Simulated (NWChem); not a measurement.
# SiH3Br (SMILES [SiH3]Br): levels of theory compared

Wanted: a comparison of 6 runs (HF/STO-3G, M06-2X/def2-TZVP, PBE0/def2-TZVP, B3LYP/6-31G*, SVWN5/def2-TZVP) of SiH3Br. 

The calculation is run with NWChem 7.3.0.

2 further runs of the same task are left out: 2 set aside as unsound or not needed. Runs told in other sessions of the task aren't counted.

## Step 1: The molecule

SiH3Br: 5 atoms, total charge 0, spin state singlet. SMILES: `[SiH3]Br`. Geometry: relaxed at PBE0-D4/def2-TZVP.

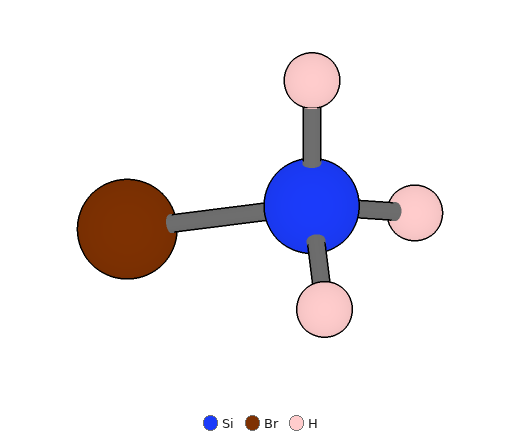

Viewed from a chosen angle; silicon blue, bromine brown, hydrogen pink.

## Step 2: Energy and gradient at HF/STO-3G (run 1)

run.py

```python
from ase import Atoms
from ase.calculators.nwchem import NWChem

system = Atoms(['Si', 'Br', 'H', 'H', 'H'], positions=[
    [-0.147420, 0.056100, -0.043220],
    [1.853020, -0.705130, 0.543250],
    [-1.064550, -0.105170, 1.107850],
    [-0.625550, -0.731350, -1.202270],
    [-0.015510, 1.485560, -0.405610],
])

calc = NWChem(
    label='calc',
    theory='scf',
    memory='2200 mb',
    basis='STO-3G',
    basispar='spherical bse',
    scf={'nopen': '0', 'rhf': None, 'thresh': '1e-08', 'maxiter': '80'},
)
system.calc = calc

forces = system.get_forces()
print(f"energy = {system.get_potential_energy():.6f} eV")
print("forces (eV/A):")
for s, f in zip(system.symbols, forces):
    print(f"{s:2s} {f[0]:10.5f} {f[1]:10.5f} {f[2]:10.5f}")
print("dipole (e A):", system.get_dipole_moment().round(4))
```

On the command line:

```sh
export ASE_NWCHEM_COMMAND="nwchem PREFIX.nwi > PREFIX.nwo"
python run.py
```

Standard output:

```text
energy = -77064.051893 eV
forces (eV/A):
Si   -0.89212    0.33944   -0.26143
Br   -0.28334    0.10783   -0.08305
H     0.91938    0.19283   -1.24056
H     0.45241    0.85875    1.21613
H    -0.19633   -1.49880    0.36890
dipole (e A): [-0.431   0.164  -0.1264]
```

The calculator wrote calc.nwi:

```
title "calc"

permanent_dir calc

scratch_dir calc

start calc

geometry units angstrom nocenter noautosym noautoz
  Si -1.4742000000000000e-01 5.6099999999999997e-02 -4.3220000000000001e-02
  Br 1.8530199999999999e+00 -7.0513000000000003e-01 5.4325000000000001e-01
  H  -1.0645500000000001e+00 -1.0517000000000000e-01 1.1078500000000000e+00
  H  -6.2555000000000005e-01 -7.3134999999999994e-01 -1.2022699999999999e+00
  H  -1.5509999999999999e-02 1.4855600000000000e+00 -4.0561000000000003e-01
end

memory 2200 mb

basis spherical bse noprint
   * library STO-3G
end

scf
  nopen 0
  rhf
  thresh 1e-08
  maxiter 80
end

task scf gradient
```

calc.nwo:

```text
Northwest Computational Chemistry Package (NWChem) 7.3.0
             --------------------------------------------------------

           Job information
           ---------------

    nwchem branch   = 7.3.0
    use scalapack   = T
    input           = calc.nwi
    prefix          = calc.
    data base       = calc/calc.db
    status          = startup
    nproc           =        1

           Memory information
           ------------------

[... 5 lines left out ...]
    hardfail = no
[... 126 lines left out ...]
         Quadratically convergent ROHF
[... 14 lines left out ...]
       Final RHF  results
[... 4 lines left out ...]
      Two-electron energy =   1280.979465183230
[... 39 lines left out ...]
                       ROHF Final Molecular Orbital Analysis
[... 164 lines left out ...]
                 ----------------------------------------
                 |  Time  |  1-e(secs)   |  2-e(secs)   |
                 ----------------------------------------
                 |  CPU   |       0.00   |       0.91   |
                 ----------------------------------------
                 |  WALL  |       0.00   |       0.91   |
                 ----------------------------------------

 Task  times  cpu:        2.8s     wall:        2.8s
 Total times  cpu:        2.8s     wall:        2.8s
```

It took 4.5 s on 1 thread of Intel Xeon Platinum 8259CL at 2.50GHz (Skylake/Cascade Lake), shared host; peak memory 0.1 GiB.

## Step 3: Energy and forces at M06-2X/def2-TZVP (run 2)

run.py

```python
from ase import Atoms
from ase.calculators.nwchem import NWChem

mol = Atoms(['Si', 'Br', 'H', 'H', 'H'], positions=[
    [-0.147420, 0.056100, -0.043220],
    [1.853020, -0.705130, 0.543250],
    [-1.064550, -0.105170, 1.107850],
    [-0.625550, -0.731350, -1.202270],
    [-0.015510, 1.485560, -0.405610],
])

calc = NWChem(
    label='brh3si',
    theory='dft',
    memory='2200 mb',
    basis='def2-TZVP',
    basispar='spherical bse',
    dft={'xc': 'm06-2x', 'mult': '1', 'grid': 'fine', 'convergence': 'energy 1e-08', 'iterations': '100', 'mulliken': None, 'print': 'low'},
)
mol.calc = calc

forces = mol.get_forces()
print(f"energy = {mol.get_potential_energy():.6f} eV")
print("forces (eV/A):")
for s, f in zip(mol.symbols, forces):
    print(f"{s:2s} {f[0]:10.5f} {f[1]:10.5f} {f[2]:10.5f}")
```

On the command line:

```sh
export ASE_NWCHEM_COMMAND="nwchem PREFIX.nwi > PREFIX.nwo"
python run.py
```

Standard output:

```text
energy = -77974.391483 eV
forces (eV/A):
Si   -0.26811    0.10166   -0.07914
Br    0.07353   -0.02818    0.02134
H     0.12583    0.01486   -0.13678
H     0.07158    0.09153    0.14609
H    -0.00283   -0.17987    0.04849
```

The calculator wrote brh3si.nwi:

```
title "brh3si"

permanent_dir brh3si

scratch_dir brh3si

start brh3si

geometry units angstrom nocenter noautosym noautoz
  Si -1.4742000000000000e-01 5.6099999999999997e-02 -4.3220000000000001e-02
  Br 1.8530199999999999e+00 -7.0513000000000003e-01 5.4325000000000001e-01
  H  -1.0645500000000001e+00 -1.0517000000000000e-01 1.1078500000000000e+00
  H  -6.2555000000000005e-01 -7.3134999999999994e-01 -1.2022699999999999e+00
  H  -1.5509999999999999e-02 1.4855600000000000e+00 -4.0561000000000003e-01
end

memory 2200 mb

basis spherical bse noprint
   * library def2-TZVP
end

dft
  xc m06-2x
  mult 1
  grid fine
  convergence energy 1e-08
  iterations 100
  mulliken
  print low
end

task dft gradient
```

brh3si.nwo:

```text
Northwest Computational Chemistry Package (NWChem) 7.3.0
             --------------------------------------------------------

           Job information
           ---------------

    nwchem branch   = 7.3.0
    use scalapack   = T
    input           = brh3si.nwi
    prefix          = brh3si.
    data base       = brh3si/brh3si.db
    status          = startup
    nproc           =        1

           Memory information
           ------------------

[... 5 lines left out ...]
    hardfail = no
[... 38 lines left out ...]
            Nuclear Dipole moment (a.u.)
[... 80 lines left out ...]
         Total DFT energy =    -2865.506057403953
[... 1 line left out ...]
           Coulomb energy =     1383.681030554809
[... 1 line left out ...]
 Nuclear repulsion energy =      150.830245060533
[... 29 lines left out ...]
                         DFT ENERGY GRADIENTS

    atom               coordinates                        gradient
                 x          y          z           x          y          z
   1 Si     -0.278583   0.106014  -0.081674    0.005214  -0.001977   0.001539
   2 Br      3.501700  -1.332502   1.026594   -0.001430   0.000548  -0.000415
   3 H      -2.011708  -0.198742   2.093533   -0.002447  -0.000289   0.002660
   4 H      -1.182118  -1.382051  -2.271961   -0.001392  -0.001780  -0.002841
   5 H      -0.029310   2.807301  -0.766492    0.000055   0.003498  -0.000943

 Task  times  cpu:       80.3s     wall:       80.3s
 Total times  cpu:       80.3s     wall:       80.3s
```

Run time: 82 s. Hardware: 1 thread of Intel Xeon Platinum 8259CL at 2.50GHz (Skylake/Cascade Lake), shared host; peak memory 0.14 GiB.

Runs 3 to 5 aren't shown in full; the table further down has their settings and results.

## Step 4: Energy and forces at SVWN5/def2-TZVP (run 6)

mymol.nw

```
start mymol
memory total 2200 mb

geometry units angstroms noautosym nocenter noautoz
  Si   -0.147420    0.056100   -0.043220
  Br    1.853020   -0.705130    0.543250
  H    -1.064550   -0.105170    1.107850
  H    -0.625550   -0.731350   -1.202270
  H    -0.015510    1.485560   -0.405610
end

basis spherical bse
  * library def2-TZVP
end

dft
  xc slater vwn_5
  mult 1
  grid fine
  convergence energy 1e-08
  maxiter 100
  mulliken
end

task dft gradient
```

On the command line:

```sh
nwchem mymol.nw > mymol.out
```

Standard output:

```text
[...]
          Wavefunction type:  closed shell.
          No. of atoms     :     5
          No. of electrons :    52
[...]
          Charge           :     0
          Spin multiplicity:     1
[...]
          AO basis - number of functions:   103
[...]
              XC Information
              --------------
                        Slater Exchange Functional  1.000 local
                      VWN V Correlation Functional  1.000 local
[...]
 d= 0,ls=0.0,diis     1  -2860.7083072680 -3.01D+03  6.95D-03  1.86D+00     8.9
[...]
 d= 0,ls=0.0,diis    10  -2860.7583728742 -7.24D-09  2.61D-07  1.64D-09    57.5
         Total DFT energy =    -2860.758372874218
      One electron energy =    -4285.403176544849
           Coulomb energy =     1382.351896769956
    Exchange-Corr. energy =     -108.537338159859
 Nuclear repulsion energy =      150.830245060533
[...]
  wavefunction    = closed shell
                         DFT ENERGY GRADIENTS
    atom               coordinates                        gradient
                 x          y          z           x          y          z
   1 Si     -0.278583   0.106014  -0.081674   -0.005324   0.002026  -0.001563
   2 Br      3.501700  -1.332502   1.026594    0.002773  -0.001055   0.000813
   3 H      -2.011708  -0.198742   2.093533    0.002036   0.000445  -0.002797
   4 H      -1.182118  -1.382051  -2.271961    0.000987   0.001942   0.002726
   5 H      -0.029310   2.807301  -0.766492   -0.000471  -0.003359   0.000821
[...]
```

Run time: 84 s. Hardware: 1 thread of Intel Xeon Platinum 8259CL at 2.50GHz (Skylake/Cascade Lake), shared host; peak memory 0.14 GiB.

## Step 5: Overview of the runs

| run | level | iteration cap | module | energy (Eh) | dipole moment (D) | largest force (eV/Å) | wall time |
| --- | --- | --- | --- | --- | --- | --- | --- |
| 1 | HF/STO-3G | 80 | scf | -2832.051694 | 2.30 | 1.556 | 4.5 s |
| 2 | M06-2X/def2-TZVP | 100 | dft | -2865.506057 | – | 0.297 | 82 s |
| 3 | PBE0/def2-TZVP | 100 | dft | -2865.071659 | – | 0.006 | 71 s |
| 4 | B3LYP/6-31G* (spherical functions) | 100 | dft | -2865.204744 | 1.65 | 0.420 | 30 s |
| 5 | B3LYP/6-31G* (Cartesian functions) | 100 | dft | -2865.214991 | 1.64 | 0.441 | 30 s |
| 6 | SVWN5/def2-TZVP | 100 | dft | -2860.758373 | 1.28 | 0.304 | 84 s |

## Step 6: Outcome

| quantity | value |
| --- | --- |
| run 6: total energy | -2860.75837 Eh |
| run 6: dipole moment | 1.28 D |
| run 6: HOMO energy | -7.32 eV |
| run 6: LUMO energy | -1.49 eV |
| run 6: HOMO–LUMO gap | 5.82 eV |
| run 6: largest force on an atom | 0.304 eV/Å |

Over runs 1, 4, 5, 6 the dipole moment (its size) runs from 1.28 D (SVWN5/def2-TZVP) to 2.30 D (HF/STO-3G). The two ends differ in method and basis. Over runs 1, 4, 6 the HOMO–LUMO gap runs from 5.82 eV (SVWN5/def2-TZVP) to 17.63 eV (HF/STO-3G). Totals of different functionals can't be ranked against each other. In run 1 the basis is minimal, so the values are rough. All runs together took 5 min, the longest 84 s.
